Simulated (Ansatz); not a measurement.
# What BiH3 (model cell, started as ReO3 type) distorts into, part 3 of 3

Which phase does BiH3 (model cell, started as ReO3 type) fall into along its unstable mode, and how much energy does it gain?

Ansatz 0.2.0; DFT PBEsol, scalar-relativistic, plane waves, PAW.

So far. Step 4 (The mode frozen in, largest atomic shift 0.22 Å): The run ends at a pressure of 2.20 GPa, with forces up to 0.059 eV/Å. Step 5 (Energy along the mode, all amplitudes (two of the runs …): The lowest of the steps tried is at 0.22 Å, 34.7 meV/atom below the parent; the bottom of the well need not coincide with a step.

The structure was built from a prototype and need not be the compound's stable phase.

## (6) Relaxing from the distorted cell (continued)

Relaxation path (22 of 34):

```
step  energy less that of the first step (eV)  largest force component (eV/Å)  pressure (GPa)  volume (Å³)
   1                                   0.0000                          0.0585            2.20       144.28
   3                                  -0.2520                          0.2317           -0.23       165.15
   4                                  -0.2672                          0.4523            1.16       170.95
   6                                  -0.3007                          0.0087            0.06       170.75
   7                                  -0.3006                          0.0054            0.02       171.75
   9                                  -0.3007                          0.0027            0.00       171.90
  10                                  -0.3009                          0.0114           -0.01       171.29
  12                                  -0.3009                          0.0002            0.00       171.54
  14                                  -0.3305                          0.0123            0.08       173.67
  15                                  -0.3334                          0.0351            0.04       173.86
  17                                  -0.3366                          0.0235            0.02       169.50
  18                                  -0.3391                          0.0383            0.08       163.81
  20                                  -0.3390                          0.0067            0.01       164.95
  21                                  -0.3393                          0.0078            0.02       164.11
  23                                  -0.3398                          0.0016            0.01       162.86
 25*                                  -0.3438                          0.0013            0.04       163.03
  26                                  -0.3491                          0.0306            0.11       157.89
  28                                  -0.3502                          0.0023            0.00       157.33
  29                                  -0.3502                          0.0026            0.00       157.50
 31*                                  -0.3491                          0.0007           -0.01       157.67
  32                                  -0.3501                          0.0021            0.01       156.02
 34*                                  -0.3494                          0.0010            0.00       156.42
```

Relaxation steps marked * repeat the geometry before them on a plane-wave basis chosen anew for their cell, so energy and pressure can jump there. Other such steps can lie between the rows shown. Relaxation step 10 was tried and not accepted.

The run keeps the 8 symmetry operations that it works with, so distortions that break them were not tested.

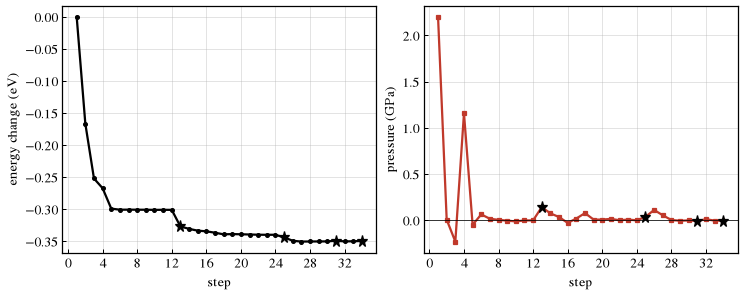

Energy and pressure along the relaxation. Stars mark steps on a basis chosen anew.

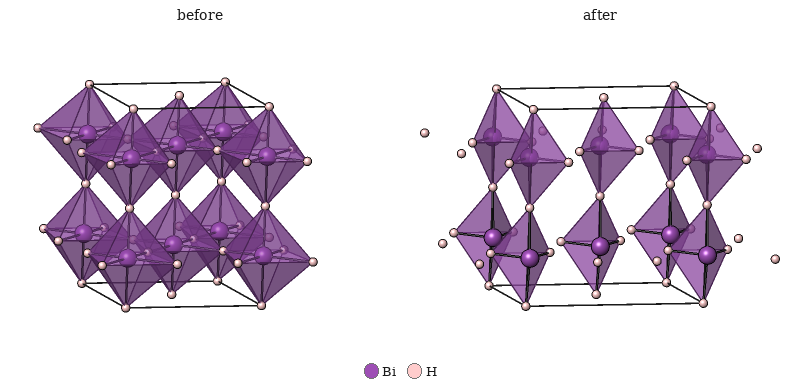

The structure before and after the relaxation, drawn at the same scale. Bonds to atoms that aren't drawn are left out.

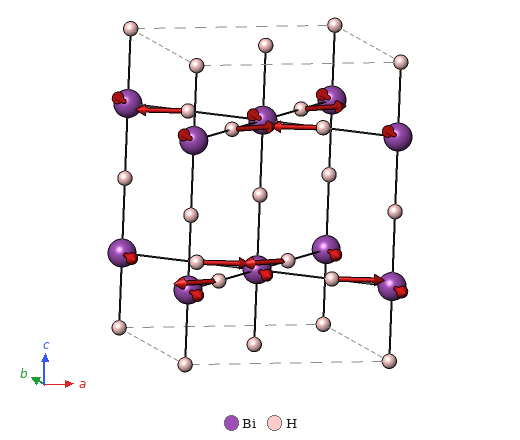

Displacements in the relaxation, exaggerated, measured against the changing cell; the longest in the cell stands for 0.45 Å. Some periodic images of atoms are drawn too.

```
     cell as run  before   after   change
           a (Å)   4.163   4.572   +9.8 %
           b (Å)   4.163   4.572   +9.8 %
           c (Å)   8.326   8.236   -1.1 %
           γ (°)   90.00  114.69  +27.4 %
volume (Å³/atom)   18.03   19.55   +8.4 %
```

The atoms that moved most (Å, as changes of fractional coordinates times the final cell):

```
atom      dx      dy     dz  length
  H6  -0.231   0.381  0.000   0.445
  H3   0.381  -0.231  0.000   0.445
  H5   0.231  -0.381  0.000   0.445
  H4  -0.381   0.231  0.000   0.445
 Bi1   0.209   0.209  0.000   0.296
 Bi2  -0.209  -0.209  0.000   0.296
```

The relaxed structure:

```cif
data_structure
_symmetry_space_group_name_H-M 'P 1'
_symmetry_Int_Tables_number 1
_cell_length_a 4.5722
_cell_length_b 4.5722
_cell_length_c 8.2355
_cell_angle_alpha 90.000
_cell_angle_beta 90.000
_cell_angle_gamma 114.691
_cell_volume 156.42
loop_
_atom_site_label
_atom_site_type_symbol
_atom_site_fract_x
_atom_site_fract_y
_atom_site_fract_z
_atom_site_occupancy
Bi1 Bi 0.05973 0.05973 0.00000 1
Bi2 Bi 0.94027 0.94027 0.50000 1
H3 H 0.63047 0.96436 0.00000 1
H4 H 0.36953 0.03564 0.50000 1
H5 H 0.03564 0.36953 0.50000 1
H6 H 0.96436 0.63047 0.00000 1
H7 H 0.00000 0.00000 0.25000 1
H8 H 0.00000 0.00000 0.75000 1
```

Numbers from this step:

```yaml
pressure: -0.004829 GPa
volume_per_atom: 19.55 Å³
gap_on_the_k_mesh: 0.7161 eV
```

The distorted start has space group Cmcm; the relaxation ends in Cmcm.

## (7) The new phase in its own primitive cell

The relaxed structure is symmetrised, reduced to its primitive cell and relaxed tightly, as its phonons need.

Contents of input.yaml:

```yaml
crystal:
  lattice:
    - [3.8494894568, -2.4670367358, 0.0]
    - [3.8494894568, 2.4670367358, 0.0]
    - [0.0, 0.0, 8.2355337222]
  atoms:
    - { symbol: Bi, position: [0.9402744624, 0.0597255376, 0.75] }
    - { symbol: Bi, position: [0.0597255376, 0.9402744624, 0.25] }
    - { symbol: H, position: [0.0356430075, 0.6304676237, 0.75] }
    - { symbol: H, position: [0.9643569925, 0.3695323763, 0.25] }
    - { symbol: H, position: [0.6304676237, 0.0356430075, 0.25] }
    - { symbol: H, position: [0.3695323763, 0.9643569925, 0.75] }
    - { symbol: H, position: [0.0, 0.0, 0.0] }
    - { symbol: H, position: [0.0, 0.0, 0.5] }
kpoints:
  mp_grid: { grid: [6, 6, 4] }
hamiltonian:
  xc: pbesol
scf:
  occupations: { method: fixed }
output:
  forces: true
  stress: true
  eigenvalues: true
relax:
  adjacent_minimum: "off"
  f_tol: 0.001
  max_steps: 60
  cell: { stress_tol: 0.01 }
```

On the command line:

```sh
$ ansatz run input.yaml --threads 4 --pin off --max-ram 7168MiB --backend cpu --events-out ev --progress --plain --runs-dir out
```

Numbers of over 12 decimals in the logs are rounded to 6 here.

What it wrote:

```text
[...]
Crystal: 8 atoms, lattice volume = 156.423 Å³
Basis set: ecut = 420 eV, 3051 PW (Γ), exchange–correlation on 64×64×120 points (8 copies of the dense FFT grid, shifted against one another)
Bands: 26, of which v1, the nominal top of the filled ones, is band 18 counted from 1 (17 counted from 0)
Symmetry: 8 space group operations
[...]
k-points: 39 of 144
[...]
- [3.872711, 2.455551, 0.0]
    - [0.0, 0.0, 8.233779]
  atoms:
    - { symbol: Bi, position: [0.939780, 0.060220, 0.750000] }
    - { symbol: Bi, position: [0.060220, 0.939780, 0.25] }
    - { symbol: H, position: [0.037397, 0.630962, 0.750000] }
    - { symbol: H, position: [0.962603, 0.369038, 0.25] }
    - { symbol: H, position: [0.630962, 0.037397, 0.25] }
    - { symbol: H, position: [0.369038, 0.962603, 0.750000] }
    - { symbol: H, position: [0, 0, 0] }
    - { symbol: H, position: [0, 0, 0.5] }
[key lines of the parts left out:]
SCF converged after 6 iterations
Free energy (F): -24574.580601 eV
Fermi energy:    2.467921 eV
P = ⅓ Tr σ = 0.0008 GPa (0.008 kbar)
```

The job ended after 17 s (4 threads of Arm Neoverse V2, shared host; peak memory 0.51 GiB; 64 s of CPU time).

The steps of the relaxation:

```
step  energy less that of the first step (eV)  largest force component (eV/Å)  pressure (GPa)  volume (Å³)
   1                                   0.0000                          0.0069            0.00       156.42
   2                                   0.0001                          0.0040            0.02       156.74
   3                                   0.0002                          0.0010            0.00       157.08
   4                                   0.0002                          0.0010            0.00       157.05
   5                                   0.0000                          0.0005            0.00       156.83
   6                                  -0.0001                          0.0003            0.00       156.60
  7*                                  -0.0002                          0.0003            0.00       156.60
```

Relaxation steps marked * repeat the geometry before them on a plane-wave basis chosen anew for their cell, so energy and pressure can jump there.

The run keeps the 8 symmetry operations that it works with, so distortions that break them were not tested.

```
conventional cell, symmetrised  before  after  change
                         a (Å)   7.699  7.745  +0.6 %
                         b (Å)   4.934  4.911  -0.5 %
                         c (Å)   8.236  8.234  -0.0 %
              volume (Å³/atom)   19.55  19.58  +0.1 %
```

The relaxed structure:

```cif
data_structure
_symmetry_space_group_name_H-M 'P 1'
_symmetry_Int_Tables_number 1
_cell_length_a 4.5856
_cell_length_b 4.5856
_cell_length_c 8.2338
_cell_angle_alpha 90.000
_cell_angle_beta 90.000
_cell_angle_gamma 64.755
_cell_volume 156.60
loop_
_atom_site_label
_atom_site_type_symbol
_atom_site_fract_x
_atom_site_fract_y
_atom_site_fract_z
_atom_site_occupancy
Bi1 Bi 0.93978 0.06022 0.75000 1
Bi2 Bi 0.06022 0.93978 0.25000 1
H3 H 0.03740 0.63096 0.75000 1
H4 H 0.96260 0.36904 0.25000 1
H5 H 0.63096 0.03740 0.25000 1
H6 H 0.36904 0.96260 0.75000 1
H7 H 0.00000 0.00000 0.00000 1
H8 H 0.00000 0.00000 0.50000 1
```

This step gave:

* pressure: 7.82e-4 GPa
* gap on the k-mesh: 0.7265 eV
* volume per atom: 19.58 Å³
* direct gap on mesh: 0.9547 eV

The largest force component left is 0.29 meV/Å and the pressure is 0.001 GPa, within the tolerances set. The cell now holds 19.58 Å³/atom.

## (8) Modes of the new phase, k-mesh 6×6×4, occupations fixed

A relaxed structure may still be a saddle point, so its zone-centre modes are computed. The response to a homogeneous field gives the Born charges and the dielectric tensor, and its change with displacement the Raman tensors.

Contents of input.yaml:

```yaml
crystal:
  lattice:
    - [3.8727106916, -2.4555512217, 0.0]
    - [3.8727106916, 2.4555512217, 0.0]
    - [0.0, 0.0, 8.2337790689]
  atoms:
    - { symbol: Bi, position: [0.9397804029, 0.0602195971, 0.75] }
    - { symbol: Bi, position: [0.0602195971, 0.9397804029, 0.25] }
    - { symbol: H, position: [0.0373971923, 0.6309616823, 0.75] }
    - { symbol: H, position: [0.9626028077, 0.3690383177, 0.25] }
    - { symbol: H, position: [0.6309616823, 0.0373971923, 0.25] }
    - { symbol: H, position: [0.3690383177, 0.9626028077, 0.75] }
    - { symbol: H, position: [0.0, 0.0, 0.0] }
    - { symbol: H, position: [0.0, 0.0, 0.5] }
kpoints:
  mp_grid: { grid: [6, 6, 4] }
hamiltonian:
  xc: pbesol
scf:
  occupations: { method: fixed }
output:
  eigenvalues: true
phonons:
  method: dfpt
  dielectric: true
  rigid_motions: translations
  raman: true
```

What it wrote:

```text
Engine: ansatz 0.2.0, aarch64-unknown-linux-gnu
Pseudopotentials: kind: paw
Pseudopotential: Bi, paw, valence charge 15, recommended cutoff 420 eV (normal), Bi.paw.azcp
Pseudopotential: H, paw, valence charge 1, recommended cutoff 420 eV (normal), H.paw.azcp
Functional definition: PBEsol
  exchange = pbesol_x
  correlation = pbesol_c
Crystal: 8 atoms, lattice volume = 156.601 Å³
Basis set: ecut = 420 eV, 3071 PW (Γ), exchange–correlation on 64×64×120 points (8 copies of the dense FFT grid, shifted against one another)
Bands: 26, of which v1, the nominal top of the filled ones, is band 18 counted from 1 (17 counted from 0)
Symmetry: 8 space group operations
k-points: 76 of 144 (irreducible under 1 space group operation, time reversal used)
Non-local potential: Bi, projectors of the file, l = 0: 2, l = 1: 2, l = 2: 2, l = 3: 2
Non-local potential: H, projectors of the file, l = 0: 2, l = 1: 1
PAW form: soft (Blöchl's): semilocal exchange-correlation on the pseudo side does not see the compensation charge
PAW frozen core: Bi, regenerated for the run's functional, and the local potential with it (the file was generated under x = pbe(κ = 0.804, μ = 0.219515), c = pbe(β = 0.066725))
PAW one-centre angular grid: Bi, 590 points (default); XC on 64 Gauss nodes
PAW one-centre angular grid: H, 110 points (default); XC on 64 Gauss nodes
Initial density: superposition of atomic densities (neutral atoms: chi_scale 0, normalization atom), corrected by the library's trained network
Initial wavefunctions: pseudopotential atomic-orbital guess
Functional: x = pbesol(κ = 0.804, μ = 0.123457), c = pbesol(β = 0.046)
SCF iter   1: F=—  HF=-24574.593440 eV  |F-HF|=—  |Δ(HF+E_count)|=         —  Δρ=5.95e-3  dr2=5.70e-2  ethr=1.77e-3  ⟨swp⟩=5.0  Hψ=7938  notcnv=0  defer=413
preconditioner: auto → Resta (q_TF=auto, 2.135 Å⁻¹)  ε∞=2.5  [insulator: Δε(μ)=0.713 eV  Ē_g=9.701 eV  n_scr=22 (ndim 8)  ℏωp=11.9 eV  f_vac=0.190  ε∞_Penn≈2.5]
SCF iter   2: F=—  HF=-24574.580364 eV  |F-HF|=—  |Δ(HF+E_count)|=   1.31e-2  Δρ=2.05e-3  dr2=6.56e-3  ethr=1.58e-4  ⟨swp⟩=2.0  Hψ=2728  notcnv=0  defer=456
SCF iter   3: F=—  HF=-24574.580197 eV  |F-HF|=—  |Δ(HF+E_count)|=   1.67e-4  Δρ=4.26e-4  dr2=3.24e-4  ethr=1.82e-5  ⟨swp⟩=2.0  Hψ=2354  notcnv=0  defer=456
SCF iter   4: F=—  HF=-24574.580563 eV  |F-HF|=—  |Δ(HF+E_count)|=   3.66e-4  Δρ=1.01e-4  dr2=2.42e-5  ethr=9.00e-7  ⟨swp⟩=2.0  Hψ=2498  notcnv=0  defer=456
SCF iter   5: F=—  HF=-24574.580612 eV  |F-HF|=—  |Δ(HF+E_count)|=   4.88e-5  Δρ=1.88e-5  dr2=1.06e-6  ethr=6.72e-8  ⟨swp⟩=2.0  Hψ=2366  notcnv=0  defer=366
SCF iter   6: F=—  HF=-24574.580601 eV  |F-HF|=—  |Δ(HF+E_count)|=   1.10e-5  Δρ=5.87e-6  dr2=5.49e-8  ethr=2.94e-9  ⟨swp⟩=2.0  Hψ=2374  notcnv=0  defer=230
SCF iter   7: F=—  HF=-24574.580601 eV  |F-HF|=—  |Δ(HF+E_count)|=   2.31e-7  Δρ=1.00e-6  dr2=2.10e-9  ethr=1.53e-10  ⟨swp⟩=2.2  Hψ=2792  notcnv=0  defer=232
SCF iter   8: F=-24574.580601 eV  HF=-24574.580601 eV  |F-HF|=1.20e-10  |Δ(HF+E_count)|=   1.03e-8  Δρ=2.08e-7  dr2=7.48e-11  ethr=1.00e-12  ⟨swp⟩=13.6  Hψ=16557  notcnv=0
SCF 1 converged in 8 iterations: F = -24574.580601 eV  dr2 = 7.48e-11
[...]
NSCF: frozen V_eff on 2 k-points
DFPT response loops at Γ: preconditioner auto → none (the input reference at scf.mixing.eps_inf says where Resta's filter doesn't serve); β = 0.50; Broyden in place of MSR1
── the response to a field inside a basis, on 12×12×12 k-points: an SCF that follows is theirs, and a resumed run solves both again ──
Bands: 19, of which v1, the nominal top of the filled ones, is band 18 counted from 1 (17 counted from 0)
k-points: 252
[...]
Eigensolver: Dense (252 Hₖ)
[...]
SCF 1 converged in 7 iterations: F = -24574.620777 eV  dr2 = 2.73e-11
[...]
DFPT response loops at Γ: mixed as the last ones told, above
DFPT response loops at Γ: mixed as the last ones told, above
```

It took 18 min on 4 threads; peak memory 3.4 GiB.

The run was cut off at the time limit after its SCF cycle had converged; no result of it is taken.

The program's message: “Warning: RAYON”

## (9) Outcome

```yaml
unstable_mode_of_the_parent: q = (0, 0, -0.5), 1348i cm⁻¹
depth_at_the_lowest_point_sampled: 34.7 meV/atom
largest_atomic_shift_at_that_point: 0.22 Å
space_group_reached_within_0p01_a: Cmcm
energy_gained_over_the_parent_first_relaxation_on_the_mesh_of_the_frozen_mode: 78.4 meV/atom
volume_per_atom_phase_reached: 19.6 Å³
gap_on_the_k_mesh_phase_reached: 0.727 eV
```

Along this mode the structure falls into Cmcm, 78.4 meV/atom below the parent. At the parent's cell the well is 34.69 meV/atom deep on the steps tried, with its lowest point at a shift of 0.22 Å. Relaxing atoms and cell changes the gain by +43.69 meV/atom against the lowest step (energies at zero smearing). The modes of the phase reached were not computed on this path. Of the 4 patterns followed to their end from this parent, this one reaches the lowest energy. Each path keeps the symmetry of its pattern, so a lower phase may lie along a pattern not tried. With no gap, or one that is small against the smearing, the frequencies hang on the k mesh and the smearing, most of all near Kohn anomalies. Spin-orbit coupling is left out, which can matter for the heavy elements here. A phonon run warned that its eigensolver left some bands unconverged in a pass. The starting cell was built on a prototype and not taken from a measurement, so the phase need not exist.

[Logs are printed without paths, hosts, clocks, repeated set-up lines and the standing remarks that a program may print on its own settings, such as how far it seeks lower states.]

[Hosts, paths, dates, database ids (printed as entryN), source tags and the programs' standing remarks are cut or masked in the printed files.]
